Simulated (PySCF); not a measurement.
# TiHSClF2 (SMILES [F][Ti]([F])([SH])[Cl]): levels of theory compared

We compute a comparison of 3 runs (M06-2X/pcseg-0, M06-2X/pcseg-1, M06-2X/pcseg-2) of TiHSClF2. 

Program for the calculation: PySCF 2.14.0.

## (1) Starting point

TiHSClF2 has 6 atoms, charge 0, and is taken as a singlet. As SMILES, `[F][Ti]([F])([SH])[Cl]`. The coordinates come from a PBE0-D4/def2-TZVP relaxation. This is one conformer, not always the lowest.

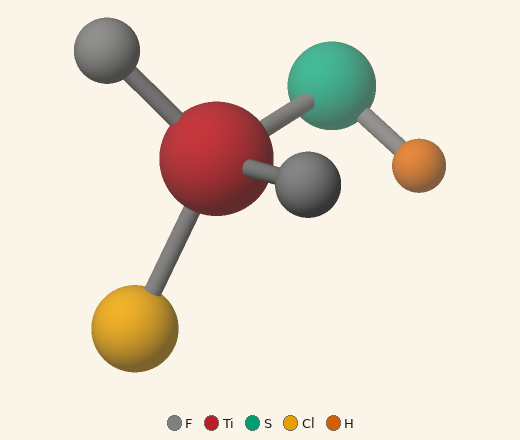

Viewed from a chosen angle; fluorine grey, titanium red, sulfur teal, chlorine amber, hydrogen orange.

## (2) The charge distribution at M06-2X/pcseg-0 (run 1)

Input file run.py:

```python
import numpy
from pyscf import gto, scf, dft, lo

system = gto.M(
    atom='''
F     -0.541596    -2.089281     2.720072
Ti    -0.964894    -0.166674     0.085227
F     -3.564590     1.815649     0.338450
S      2.435857     2.407889    -0.277601
Cl    -1.271408    -2.558689    -3.259211
H      3.985999     0.470542     0.305947
''',
    basis='pcseg-0',
    max_memory=1860,
    verbose=3,
    unit='bohr',
)

ks = dft.RKS(system)
ks.xc = 'm06-2x'
ks.grids.level = 4
ks.conv_tol = 1e-10
ks.kernel()
if not ks.converged:
    ks = ks.newton().run(ks.mo_coeff, ks.mo_occ)

etot = ks.e_tot
print('E = %.10f Eh' % etot)
dip = ks.dip_moment()
pop, q = ks.mulliken_pop()
quad = ks.quad_moment()
occ = ks.mo_coeff[:, ks.mo_occ > 0]
iaos = lo.vec_lowdin(lo.iao.iao(system, occ), ks.get_ovlp())
c = iaos.T @ ks.get_ovlp() @ occ
pop_iao, q_iao = scf.hf.mulliken_pop(lo.iao.reference_mol(system), (c * ks.mo_occ[ks.mo_occ > 0]) @ c.T, numpy.eye(c.shape[0]), verbose=0)
print('IAO charges', numpy.round(q_iao, 4))
```

Command:

```
$ OMP_NUM_THREADS=1 python run.py
```

Output:

```text
converged SCF energy = -1904.92843992199
E = -1904.9284399220 Eh
Dipole moment(X, Y, Z, Debye):  1.31235, -0.47957,  0.57074
 ** Mulliken pop  **
pop of  0 F 1s            1.98600
pop of  0 F 2s            1.01734
pop of  0 F 3s            0.98226
pop of  0 F 2px           0.80122
pop of  0 F 2py           0.79527
pop of  0 F 2pz           0.79192
pop of  0 F 3px           1.01134
pop of  0 F 3py           1.00897
pop of  0 F 3pz           1.01133
pop of  1 Ti 1s           1.99985
pop of  1 Ti 2s           2.00105
pop of  1 Ti 3s           2.02023
pop of  1 Ti 4s           0.30154
pop of  1 Ti 5s          -0.03822
pop of  1 Ti 2px          1.99841
pop of  1 Ti 2py          1.99845
pop of  1 Ti 2pz          1.99852
pop of  1 Ti 3px          1.89991
pop of  1 Ti 3py          1.90406
pop of  1 Ti 3pz          1.90800
pop of  1 Ti 4px          0.29934
pop of  1 Ti 4py          0.29076
pop of  1 Ti 4pz          0.30238
pop of  1 Ti 3dxy         0.27741
pop of  1 Ti 3dyz         0.24230
pop of  1 Ti 3dz^2        0.22126
pop of  1 Ti 3dxz         0.15525
pop of  1 Ti 3dx2-y2      0.13908
pop of  1 Ti 4dxy         0.25076
pop of  1 Ti 4dyz         0.22353
pop of  1 Ti 4dz^2        0.23422
pop of  1 Ti 4dxz         0.24838
pop of  1 Ti 4dx2-y2      0.20622
pop of  2 F 1s            1.98601
pop of  2 F 2s            1.01914
pop of  2 F 3s            0.98255
pop of  2 F 2px           0.79107
pop of  2 F 2py           0.78939
pop of  2 F 2pz           0.80645
pop of  2 F 3px           1.00755
pop of  2 F 3py           1.00281
pop of  2 F 3pz           1.01257
pop of  3 S 1s            1.99905
pop of  3 S 2s            2.00435
pop of  3 S 3s            1.09161
pop of  3 S 4s            0.80218
pop of  3 S 2px           1.95796
pop of  3 S 2py           1.95843
pop of  3 S 2pz           1.96219
pop of  3 S 3px           0.51217
pop of  3 S 3py           0.51884
pop of  3 S 3pz           0.58066
pop of  3 S 4px           0.71925
pop of  3 S 4py           0.88829
pop of  3 S 4pz           1.16507
pop of  4 Cl 1s           1.99901
pop of  4 Cl 2s           2.00567
pop of  4 Cl 3s           1.10884
pop of  4 Cl 4s           0.82222
pop of  4 Cl 2px          1.96462
pop of  4 Cl 2py          1.96396
pop of  4 Cl 2pz          1.96328
pop of  4 Cl 3px          0.66047
pop of  4 Cl 3py          0.65288
pop of  4 Cl 3pz          0.64376
pop of  4 Cl 4px          1.19422
pop of  4 Cl 4py          1.11677
pop of  4 Cl 4pz          1.04624
pop of  5 H 1s            0.55690
pop of  5 H 2s            0.25524
 ** Mulliken atomic charges  **
charge of    0F =     -0.40565
charge of    1Ti =      0.91733
charge of    2F =     -0.39755
charge of    3S =     -0.16006
charge of    4Cl =     -0.14193
charge of    5H =      0.18786
Traceless quadrupole moment (Debye*A):

IAO charges [-0.4278  1.4295 -0.4083 -0.3577 -0.3575  0.1218]
```

Wall time 23 s (1 thread of Arm Neoverse V2, shared host); peak memory 0.37 GiB.

Atomic charges (e):

```csv
atom,Mulliken,IAO
F1,-0.406,-0.428
Ti2,+0.917,+1.429
F3,-0.398,-0.408
S4,-0.160,-0.358
Cl5,-0.142,-0.357
H6,+0.188,+0.122
```

## (3) Energy and one-electron properties at M06-2X/pcseg-1 (run 2)

Input file mol.xyz:

```xyz
6
ClF2HSTi
F     -0.286600    -1.105600     1.439400
Ti    -0.510600    -0.088200     0.045100
F     -1.886300     0.960800     0.179100
S      1.289000     1.274200    -0.146900
Cl    -0.672800    -1.354000    -1.724700
H      2.109300     0.249000     0.161900
```

Input file calc.py:

```python
# [F][Ti]([F])([SH])[Cl]
import numpy
from pyscf import gto, scf, dft, lo

mol = gto.Mole()
mol.atom = 'mol.xyz'
mol.max_memory = 1860
mol.basis = 'pcseg-1'
mol.verbose = 3
mol.build()

calc0 = dft.RKS(mol)
calc0.xc = 'm06-2x'
calc0.conv_tol = 1e-10
calc0.grids.level = 4
calc0.kernel()
if not calc0.converged:
    calc0 = calc0.newton().run(calc0.mo_coeff, calc0.mo_occ)

e_final = calc0.e_tot
print('E = %.10f Eh' % e_final)
calc0.analyze()
quad = calc0.quad_moment()
occ = calc0.mo_coeff[:, calc0.mo_occ > 0]
iaos = lo.vec_lowdin(lo.iao.iao(mol, occ), calc0.get_ovlp())
c = iaos.T @ calc0.get_ovlp() @ occ
pop_iao, q_iao = scf.hf.mulliken_pop(lo.iao.reference_mol(mol), (c * calc0.mo_occ[calc0.mo_occ > 0]) @ c.T, numpy.eye(c.shape[0]), verbose=0)
print('IAO charges', numpy.round(q_iao, 4))
```

Command:

```
$ OMP_NUM_THREADS=1 python calc.py
```

Output:

```text
converged SCF energy = -1908.05416064348
[... 6 lines left out ...]
MO #5   energy= -25.2638483317131  occ= 2
[... 11 lines left out ...]
MO #17  energy= -6.21234287726706  occ= 2
[... 11 lines left out ...]
MO #29  energy= -0.564979725873111 occ= 2
[... 11 lines left out ...]
MO #41  energy= -0.0571412756947539 occ= 0
[... 11 lines left out ...]
MO #53  energy= 0.338536913033245  occ= 0
[... 11 lines left out ...]
MO #65  energy= 0.74553357616848   occ= 0
[... 11 lines left out ...]
MO #77  energy= 1.31112967070618   occ= 0
[... 11 lines left out ...]
MO #89  energy= 2.47626408462767   occ= 0
[... 18 lines left out ...]
Dipole moment(X, Y, Z, Debye):  1.55579,  0.03179,  0.08860
[... 2 lines left out ...]
IAO charges [-0.4484  1.478  -0.4337 -0.3471 -0.3652  0.1164]
```

Run time: 39 s. Hardware: 1 thread of Arm Neoverse V2, shared host; peak memory 0.53 GiB.

Atomic charges (e):

```csv
atom,Mulliken,IAO
F1,-0.454,-0.448
Ti2,+0.989,+1.478
F3,-0.446,-0.434
S4,-0.057,-0.347
Cl5,-0.207,-0.365
H6,+0.176,+0.116
```

## (4) Energy and one-electron properties at M06-2X/pcseg-2 (run 3)

Input file job.py:

```python
import numpy
from pyscf import gto, scf, dft, lo

system = gto.M(
    atom='''
F       -0.286600      -1.105600       1.439400
Ti      -0.510600      -0.088200       0.045100
F       -1.886300       0.960800       0.179100
S        1.289000       1.274200      -0.146900
Cl      -0.672800      -1.354000      -1.724700
H        2.109300       0.249000       0.161900
''',
    max_memory=1860,
    spin=0,
    charge=0,
    verbose=3,
    basis='pcseg-2',
)

mf = dft.RKS(system, xc='m06-2x')
mf.grids.level = 4
mf.conv_tol = 1e-10
mf.kernel()
if not mf.converged:
    mf = mf.newton().run(mf.mo_coeff, mf.mo_occ)

energy = mf.e_tot
print('E = %.10f Eh' % energy)
dip = mf.dip_moment()
pop, q = mf.mulliken_pop()
quad = mf.quad_moment()
occ = mf.mo_coeff[:, mf.mo_occ > 0]
iaos = lo.vec_lowdin(lo.iao.iao(system, occ), mf.get_ovlp())
c = iaos.T @ mf.get_ovlp() @ occ
pop_iao, q_iao = scf.hf.mulliken_pop(lo.iao.reference_mol(system), (c * mf.mo_occ[mf.mo_occ > 0]) @ c.T, numpy.eye(c.shape[0]), verbose=0)
print('IAO charges', numpy.round(q_iao, 4))
```

Command:

```
$ OMP_NUM_THREADS=1 python job.py
```

Output:

```text
converged SCF energy = -1908.39267141968
[... 1 line left out ...]
Dipole moment(X, Y, Z, Debye):  1.15373, -0.00085,  0.13977
[... 208 lines left out ...]
IAO charges [-0.4694  1.5904 -0.4561 -0.3834 -0.393   0.1115]
```

Wall time 2.2 min (1 thread of Arm Neoverse V2, shared host); peak memory 1.8 GiB.

Atomic charges (e):

```csv
atom,Mulliken,IAO
F1,-0.425,-0.469
Ti2,+1.207,+1.590
F3,-0.420,-0.456
S4,-0.179,-0.383
Cl5,-0.275,-0.393
H6,+0.091,+0.112
```

## (5) All runs side by side

```csv
run,level,energy (Eh),dipole moment (D),HOMO energy (eV),LUMO energy (eV),wall time
1,M06-2X/pcseg-0,-1904.928440,1.51,-9.85,-2.82,23 s
2,M06-2X/pcseg-1,-1908.054161,1.56,-9.79,-2.65,39 s
3,M06-2X/pcseg-2,-1908.392671,1.16,-9.65,-2.21,2.2 min
```

## (6) Summary of results

| quantity | value |
| --- | --- |
| run 3: total energy | -1908.39267 Eh |
| run 3: dipole moment | 1.16 D |
| run 3: HOMO energy | -9.65 eV |
| run 3: LUMO energy | -2.21 eV |
| run 3: HOMO–LUMO gap | 7.44 eV |

In words: The dipole moment (its size) runs from 1.16 D (M06-2X/pcseg-2) to 1.56 D (M06-2X/pcseg-1). The HOMO–LUMO gap runs from 7.03 eV (M06-2X/pcseg-0) to 7.44 eV (M06-2X/pcseg-2). All runs together took 3.3 min, the longest 2.2 min.
